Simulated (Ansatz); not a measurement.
**BGeH8NO (SMILES [NH3+][BH2-][O][GeH3]): density, localisation and related maps**

Input file:

```
crystal:
  periodic: [false, false, false]
  atoms:
    - {symbol: B, position_ang: [1.451050, 0.724140, 2.254747]}
    - {symbol: Ge, position_ang: [1.290746, 2.402999, -0.023651]}
    - {symbol: N, position_ang: [0.420934, -0.396158, 2.909921]}
    - {symbol: O, position_ang: [0.701057, 1.173203, 1.107328]}
    - {symbol: H, position_ang: [-0.469276, 0.055167, 3.135946]}
    - {symbol: H, position_ang: [0.229779, -1.124871, 2.217322]}
    - {symbol: H, position_ang: [0.799887, -0.829167, 3.754529]}
    - {symbol: H, position_ang: [2.477135, 0.081463, 2.013992]}
    - {symbol: H, position_ang: [1.606641, 1.550970, 3.158071]}
    - {symbol: H, position_ang: [0.180149, 2.569324, -1.081513]}
    - {symbol: H, position_ang: [1.532876, 3.741988, 0.714600]}
    - {symbol: H, position_ang: [2.604107, 1.932390, -0.694581]}
basis:
  gaussian: {orbitals: def2-TZVPD}
hamiltonian: {xc: {name: PBE0}}
output: {forces: true, orbitals: {seedname: orbitals}}
```

Command:

```sh
ansatz run input.yaml --threads 2 --pin off --max-ram 4350MiB --events-out events.jsonl --progress --plain --runs-dir runs
```

Geometry: B3LYP-D3(BJ)/def2-SVP.

All numbers below come from Ansatz, isolated molecule in a Gaussian basis; Kohn-Sham density functional theory, functional PBE0.

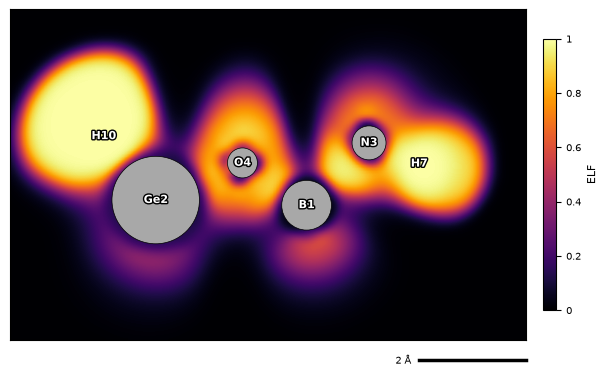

Figure 1. Electron localisation function on the plane of atoms N3, B1 and O4. Grey discs cover the atomic cores.

What do the fields say about this system?

Answer. Atoms in the plane: B, Ge, N, O and H.
B–O (1.44 Å): the ELF peaks at about 0.90 between the atoms, as expected for a polar covalent bond.
B–N (1.66 Å): the ELF peaks at about 0.95 between the atoms, as expected for a polar covalent bond.
Ge–O (1.77 Å): the ELF peaks at about 0.80 in the valence shell of O, 0.6 Å from its nucleus, and is about 0.35 at the midpoint.
N–H (1.02 Å): the ELF climbs to about 1 towards the hydrogen, as it does in any bond to H (a covalent bond by its length).
Ge–H (1.54 Å): the ELF climbs to about 1 towards the hydrogen.
The ELF also peaks beside O4, away from the bonds: lone-pair regions.

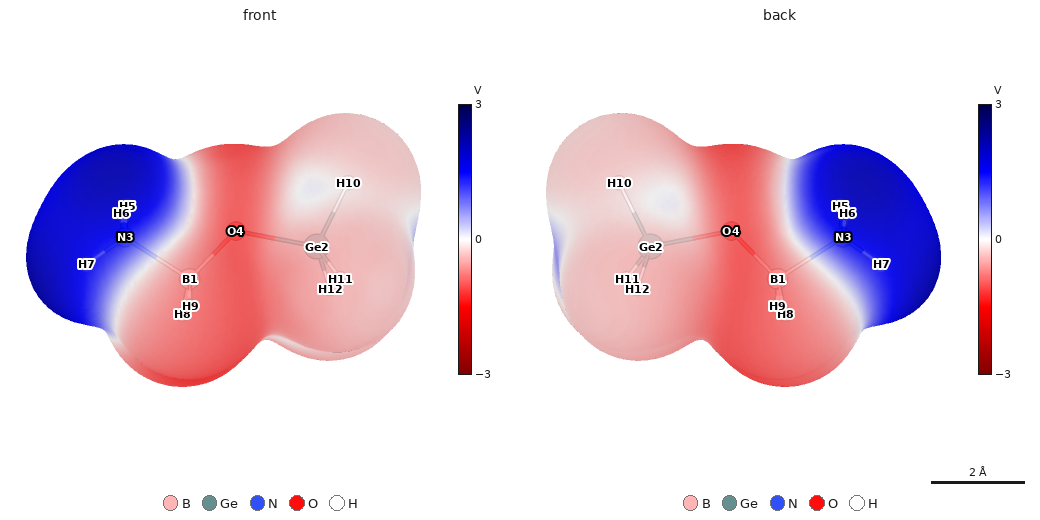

Figure 2. The electrostatic potential painted on the density surface at 0.001 e/bohr³, seen from the front and from behind; red is negative and blue positive.

Describe the electrostatic potential map.

Answer. The most negative region (about −1.2 V) lies over H8, the most positive (about +2.2 V) over H7.

How polar is the molecule by this calculation?

Answer. Its dipole moment is 4.51 D.

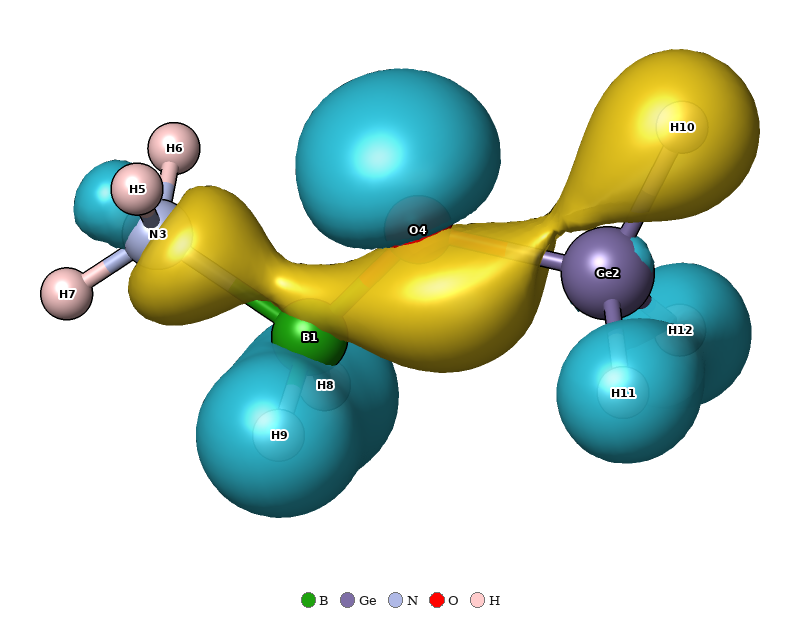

Figure 3. The HOMO−1 at ±0.1 Å⁻³ᐟ² (yellow and cyan are the two phases), seen at a tilt.

Describe this orbital and give its energy.

Answer. Its weight (Hirshfeld) is mainly on O4 (about 45 %), Ge2 (about 10 %) and B1 (about 10 %). Its energy is −7.96 eV.
